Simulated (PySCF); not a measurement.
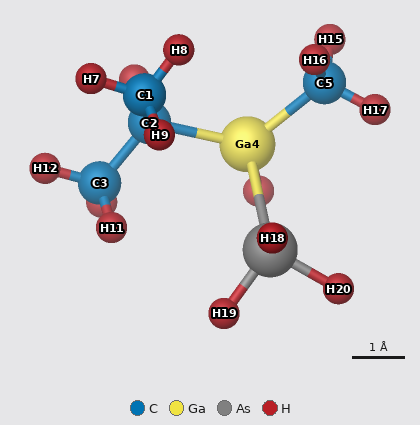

**Figure 1.** The input geometry of the first run (ball-and-stick view, seen at an oblique angle; atoms are numbered from 1 in the order of the input). Sticks mark near contacts.

**Two runs on C₄H₁₄AsGa**

System: C₄H₁₄AsGa, SMILES C[CH](C)[Ga@@H-]([CH3])[AsH3+].
Method of the first run: GIAO PBE0/aug-cc-pVDZ NMR shielding, non-relativistic, gas phase (PySCF 2.14.0).

The geometry comes from this level: PBE0-D3(BJ)/def2-SVP. Text and figures count atoms from 1; the logs count them from 0 in places.

## Input file, the first run
```
{"job": {"kind": "nmr", "xc": "PBE0", "basis": "aug-cc-pVDZ", "pop": true}, "charge": 0, "multiplicity": 1}
C      1.432115     0.455327    -1.222352
C      1.306916     0.108049     0.257180
C      1.789803    -1.308459     0.547708
Ga    -0.522344     0.478700     0.990293
C     -1.518166     2.088766     0.380212
As    -1.871540    -1.358589    -0.461723
H      2.468196     0.335374    -1.589543
H      1.126340     1.491798    -1.436297
H      0.801824    -0.200748    -1.849961
H      1.953302     0.806908     0.823737
H      1.186627    -2.062519     0.010546
H      2.836729    -1.463356     0.227189
H      1.730810    -1.556819     1.619176
H     -0.909646    -0.173483     2.386155
H     -1.225945     2.946945     1.008479
H     -1.290134     2.351730    -0.664421
H     -2.608803     1.976051     0.481622
H     -1.992621    -1.246053    -1.966754
H     -1.508043    -2.826959    -0.430616
H     -3.348269    -1.543700    -0.189189
```

The first line tells a small driver script what to run in PySCF; the rest is the geometry in Å.

Hardware: 1 CPU thread, shared host.

## Output (the first run)
```
coarse grid: 70080 points
cycle   1  E = -4320.7040915947  dE = -1.101e+00  |g| = 5.303e-01  |ddm| = 1.062e+01
cycle   2  E = -4320.6647956905  dE =  3.930e-02  |g| = 6.495e-01  |ddm| = 3.470e+00
cycle   3  E = -4320.7825284717  dE = -1.177e-01  |g| = 5.674e-02  |ddm| = 1.813e+00
cycle   4  E = -4320.7832951679  dE = -7.667e-04  |g| = 2.290e-02  |ddm| = 2.918e-01
cycle   5  E = -4320.7834226724  dE = -1.275e-04  |g| = 7.152e-03  |ddm| = 7.973e-02
cycle   6  E = -4320.7834365249  dE = -1.385e-05  |g| = 1.279e-03  |ddm| = 3.076e-02
cycle   7  E = -4320.7834369736  dE = -4.488e-07  |g| = 3.611e-04  |ddm| = 4.574e-03
final grid: 146408 points
cycle   8  E = -4320.7834971534  dE = -2.191e-07  |g| = 4.639e-04  |ddm| = 3.033e-02
cycle   9  E = -4320.7834971207  dE =  3.267e-08  |g| = 5.808e-04  |ddm| = 3.004e-03
cycle  10  E = -4320.7834972130  dE = -9.224e-08  |g| = 3.657e-05  |ddm| = 1.384e-03
cycle  11  E = -4320.7834972133  dE = -3.201e-10  |g| = 1.521e-05  |ddm| = 1.766e-04
converged SCF energy = -4320.7834972133

GIAO shielding tensors (ppm)
atom      isotropic    diamagn.    paramagn.     s11        s22        s33       span
  0 C      172.690     194.798     -22.108    161.719    163.856    192.495     30.776
  1 C      176.001     196.692     -20.690    169.312    173.862    184.830     15.517
  2 C      171.783     194.798     -23.015    158.441    163.223    193.685     35.244
  3 Ga    1547.823    2631.064   -1083.240   1455.754   1524.092   1663.624    207.870
  4 C      204.033     185.055      18.978    200.174    202.773    209.152      8.978
  5 As    1934.165    2882.224    -948.060   1902.555   1946.288   1953.652     51.097
  6 H       30.069      25.390       4.679     25.700     27.021     37.487     11.787
  7 H       29.721      25.760       3.962     24.577     29.086     35.501     10.924
  8 H       30.828      24.883       5.945     25.918     31.791     34.776      8.858
  9 H       30.672      24.674       5.998     27.023     28.318     36.674      9.651
 10 H       30.772      25.614       5.158     25.426     32.114     34.777      9.351
 11 H       30.058      26.047       4.010     25.602     27.010     37.561     11.959
 12 H       29.715      25.822       3.893     25.129     27.847     36.168     11.039
 13 H       26.291      25.172       1.119     20.390     21.996     36.486     16.096
 14 H       31.782      28.024       3.759     26.911     27.917     40.520     13.609
 15 H       31.488      23.259       8.230     26.610     30.222     37.633     11.023
 16 H       31.771      29.339       2.432     26.368     29.793     39.152     12.784
 17 H       28.041      27.008       1.033     21.433     22.688     40.001     18.568
 18 H       27.893      26.689       1.204     20.740     22.752     40.187     19.447
 19 H       28.159      26.006       2.154     21.501     22.038     40.939     19.438
```

For the second run the input was changed thus:
```diff
-"basis": "aug-cc-pVDZ"
+"basis": "pcSseg-0"
```

How does the second run compare with the first run?

The total energy of the second run is 3190.5 kcal/mol higher, which measures the change of basis and not a stability. The HOMO goes from −6.57 to −6.64 eV. The LUMO goes from −0.65 to 0.10 eV. The dipole moment goes from 2.68 to 3.45 D. Of all shieldings, the largest change is that of Ga4, by +34.1 ppm. Diffuse functions give room to the loosely bound empty orbitals, which lowers the LUMO. The number of SCF iterations is the same. The basis functions go from 290 to 114.

## Output (the second run)
```
coarse grid: 70080 points
cycle   1  E = -4315.6459366843  dE = -2.194e+00  |g| = 4.508e-01  |ddm| = 4.082e+00
cycle   2  E = -4315.6343581288  dE =  1.158e-02  |g| = 4.863e-01  |ddm| = 1.260e+00
cycle   3  E = -4315.6986694247  dE = -6.431e-02  |g| = 4.321e-02  |ddm| = 6.701e-01
cycle   4  E = -4315.6991412159  dE = -4.718e-04  |g| = 1.247e-02  |ddm| = 7.541e-02
cycle   5  E = -4315.6991788038  dE = -3.759e-05  |g| = 4.638e-03  |ddm| = 2.036e-02
cycle   6  E = -4315.6991840520  dE = -5.248e-06  |g| = 7.878e-04  |ddm| = 6.458e-03
final grid: 146408 points
cycle   7  E = -4315.6991726307  dE = -6.123e-08  |g| = 8.910e-04  |ddm| = 3.574e-03
cycle   8  E = -4315.6991725008  dE =  1.299e-07  |g| = 1.143e-03  |ddm| = 2.703e-03
cycle   9  E = -4315.6991728581  dE = -3.573e-07  |g| = 5.745e-05  |ddm| = 1.437e-03
cycle  10  E = -4315.6991728593  dE = -1.175e-09  |g| = 1.019e-05  |ddm| = 1.226e-04
cycle  11  E = -4315.6991728593  dE = -2.819e-11  |g| = 3.456e-06  |ddm| = 1.833e-05
converged SCF energy = -4315.6991728593

GIAO shielding tensors (ppm)
atom      isotropic    diamagn.    paramagn.     s11        s22        s33       span
  0 C      168.767     246.817     -78.050    156.453    159.914    189.933     33.480
  1 C      181.060     243.581     -62.521    174.562    178.069    190.549     15.986
  2 C      167.805     245.896     -78.091    153.088    159.180    191.148     38.060
  3 Ga    1581.963    2624.524   -1042.561   1489.120   1549.257   1707.513    218.393
  4 C      202.022     253.185     -51.162    196.840    199.812    209.415     12.576
  5 As    1962.413    2870.190    -907.777   1917.263   1981.265   1988.712     71.448
  6 H       31.444      31.078       0.366     26.639     28.361     39.332     12.694
  7 H       31.262      30.170       1.092     25.629     30.543     37.613     11.984
  8 H       32.298      30.182       2.115     27.082     33.369     36.443      9.361
  9 H       32.517      33.119      -0.602     28.262     29.933     39.355     11.093
 10 H       32.266      29.760       2.506     26.515     33.785     36.500      9.985
 11 H       31.450      30.610       0.840     26.570     28.361     39.420     12.850
 12 H       31.251      29.782       1.469     26.317     29.014     38.423     12.106
 13 H       27.113      29.084      -1.970     20.641     23.178     37.521     16.880
 14 H       33.195      30.416       2.779     28.005     29.347     42.234     14.229
 15 H       32.953      30.511       2.442     27.912     31.768     39.180     11.268
 16 H       33.226      30.541       2.685     27.545     31.234     40.898     13.352
 17 H       29.583      29.033       0.551     23.040     24.205     41.505     18.465
 18 H       29.531      28.884       0.647     22.385     24.435     41.774     19.388
 19 H       29.769      28.906       0.863     22.994     23.685     42.628     19.634
```

## The two runs side by side

```csv
quantity,the first run,the second run
outcome,converged,converged
total energy (hartree),−4320.783497,−4315.699173
HOMO (eV),−6.57,−6.64
LUMO (eV),−0.65,0.10
dipole moment (D),2.68,3.45
shielding of C1 (ppm),172.7,168.8
shielding of C2 (ppm),176.0,181.1
shielding of C3 (ppm),171.8,167.8
shielding of Ga4 (ppm),1547.8,1582.0
shielding of C5 (ppm),204.0,202.0
shielding of As6 (ppm),1934.2,1962.4
shielding of H10 (ppm),30.7,32.5
SCF iterations,11,11
basis functions,290,114
wall time (shared host),61 s,14 s
```

For both runs: Spin–orbit coupling is left out, which matters for the heavy atoms.
